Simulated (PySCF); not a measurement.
# [SiPH4]− (SMILES [SiH2-]P) at 3 levels

We compute a comparison of 3 runs (r2SCAN/STO-3G, CCSDT/STO-3G, NEVPT2(2,2)/STO-3G) of [SiPH4]−. Input form: a Python script.

The results are computed with PySCF 2.14.0.

2 further runs of the same task are left out: 2 set aside as unsound or not needed.

### 1 The system as given

[SiPH4]−: 6 atoms, total charge -1, spin state singlet. As SMILES, `[SiH2-]P`. The Si1–H4 distance was set to 2.706 Å, away from the relaxed value. At this shape a bond of the SMILES string is far longer than usual.

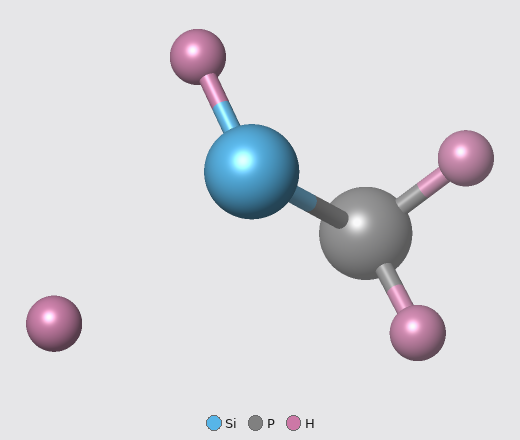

The structure, seen from a chosen angle (silicon blue, phosphorus grey, hydrogen pink).

### 2 The energy at r2SCAN/STO-3G (run 1)

The input, calc.py:

```python
from pyscf import gto, dft

mol = gto.M(
    atom='''
Si     1.157430    -0.709244     0.709968
P      0.444550     1.381986     0.975188
H      0.412690    -1.289984     1.879448
H     -0.642080    -1.408110    -1.185860
H      1.207180     1.876046    -0.057232
H      1.419130     1.702336     1.891428
''',
    verbose=3,
    basis='sto-3g',
    charge=-1,
    max_memory=1860,
)

mf = dft.RKS(mol)
mf.xc = 'r2scan'
mf.grids.level = 5
mf.conv_tol = 1e-10
mf.kernel()
if not mf.converged:
    mf = mf.newton().run(mf.mo_coeff, mf.mo_occ)

etot = mf.e_tot
print('E = %.10f Eh' % etot)
```

Launch:

```sh
OMP_NUM_THREADS=1 python calc.py
```

The program printed:

```text
converged SCF energy = -625.65873988164
E = -625.6587398816 Eh
```

Run time: 14 s. Hardware: 1 thread of Arm Neoverse V1, shared host; peak memory 0.21 GiB.

### 3 A single-point energy at CCSDT/STO-3G (run 2)

The input, job.py:

```python
from pyscf import gto, scf, cc

mol = gto.Mole()
mol.atom = '''
Si     2.187226    -1.340277     1.341645
P      0.840078     2.611575     1.842838
H      0.779871    -2.437716     3.551642
H     -1.213355    -2.660942    -2.240951
H      2.281240     3.545213    -0.108153
H      2.681767     3.216949     3.574281
'''
mol.basis = 'sto-3g'
mol.verbose = 3
mol.max_memory = 1860
mol.charge = -1
mol.unit = 'bohr'
mol.build()

hf = scf.RHF(mol)
hf.conv_tol = 1e-10
hf.kernel()
if not hf.converged:
    hf = hf.newton().run(hf.mo_coeff, hf.mo_occ)

mycc = cc.CCSDT(hf, frozen=10)
mycc.kernel()
energy = mycc.e_tot
print('E(%s) = %.9f' % ('CCSDT', energy))
```

Launch:

```sh
OMP_NUM_THREADS=1 python job.py
```

The program printed:

```text
converged SCF energy = -624.453320701021
_make_eris_incore_RCCSDT

WARN: A large `blksize` is being used, which may cause large memory consumption
      for storing contraction intermediates. If memory is sufficient, consider using
      `pyscf.cc.rccsdt_highm.RCCSDT` instead.

RCCSDT converged
E(RCCSDT) = -624.5888969112393   E_corr = -0.1355762102184628
E_corr(same-spin) = -0.00300609352841065
E_corr(oppo-spin) = -0.132570116690052
E(CCSDT) = -624.588896911
```

Wall time 1.2 s (1 thread of Arm Neoverse V1, shared host); peak memory 0.1 GiB.

### 4 A single-point energy at NEVPT2(2,2)/STO-3G (run 3)

The input, job.py:

```python
import numpy
from pyscf import gto, scf, mp, mcscf, mrpt

molecule = gto.M(
    atom=[
    ('Si', (1.157430, -0.709244, 0.709968)),
    ('P', (0.444550, 1.381986, 0.975188)),
    ('H', (0.412690, -1.289984, 1.879448)),
    ('H', (-0.642080, -1.408110, -1.185860)),
    ('H', (1.207180, 1.876046, -0.057232)),
    ('H', (1.419130, 1.702336, 1.891428)),
],
    max_memory=1860,
    basis='sto-3g',
    verbose=3,
    charge=-1,
)

calc0 = molecule.RHF()
calc0.conv_tol = 1e-10
calc0.kernel()
if not calc0.converged:
    calc0 = calc0.newton().run(calc0.mo_coeff, calc0.mo_occ)

pt = mp.MP2(scf.addons.convert_to_uhf(calc0)).run()
noons, natorbs = mcscf.addons.make_natural_orbitals(pt)
print('natural occupations', numpy.round(noons[:40], 4))
cas = mcscf.CASSCF(calc0, 2, 2)
cas.fix_spin_(ss=0.0)
cas.natorb = True
cas.kernel(natorbs)
e_pt2 = mrpt.NEVPT(cas).kernel()
etot = cas.e_tot + e_pt2
print('E = %.10f Eh' % etot)
```

Launch:

```sh
OMP_NUM_THREADS=1 python job.py
```

The program printed:

```text
converged SCF energy = -624.45332070128
E(UMP2) = -624.545847001168  E_corr = -0.0925262998886252
E(SCS-UMP2) = -624.560219368033  E_corr = -0.106898666753228
natural occupations [2.     2.     2.     2.     1.9999 1.9999 1.9999 1.9998 1.9998 1.9998
 1.9962 1.9914 1.989  1.9866 1.9854 1.9833 1.9208 0.0865 0.0195 0.016
 0.0146 0.0115]
CASSCF energy = -624.506906247560
CASCI E = -624.506906247560  E(CI) = -0.370023393774659  S^2 = 0.0000000
Sr    (-1)',   E = -0.00000000000345
Si    (+1)',   E = -0.00000000004107
Sijrs (0)  ,   E = -0.05325951011276
Sijr  (+1) ,   E = -0.00223831318518
Srsi  (-1) ,   E = -0.00051917162692
Srs   (-2) ,   E = -0.00000471643167
Sij   (+2) ,   E = -0.00094817828677
Sir   (0)' ,   E = -0.00364135622141
Nevpt2 Energy = -0.060611245909214
E = -624.5675174935 Eh
```

Run time: 0.95 s. Hardware: 1 thread of Arm Neoverse V1, shared host; peak memory 0.12 GiB.

### 5 Overview of the runs

```csv
run,level,integration grid,frozen core orbitals,energy (Eh),HOMO energy (eV),LUMO energy (eV),HOMO–LUMO gap (eV),wall time
1,r2SCAN/STO-3G,5,–,-625.658740,5.88,8.62,2.74,14 s
2,CCSDT/STO-3G,–,10,-624.588897,3.31,12.79,9.48,1.2 s
3,"NEVPT2(2,2)/STO-3G",–,–,-624.567517,3.31,12.79,9.48,0.95 s
```

### 6 Summary of results

| quantity | value |
| --- | --- |
| run 3: total energy | -624.56752 Eh |
| run 3: HOMO energy (Hartree–Fock orbitals) | 3.31 eV |
| run 3: LUMO energy (Hartree–Fock orbitals) | 12.79 eV |
| run 3: HOMO–LUMO gap (to an unbound level, set by the basis) | 9.48 eV |

**Reading.** In runs 1, 2, 3 the HOMO lies above zero, so the outermost electron may be held by the basis alone. In runs 1, 2, 3 the basis is minimal, so the values are rough. All runs together took 16 s, the longest 14 s.
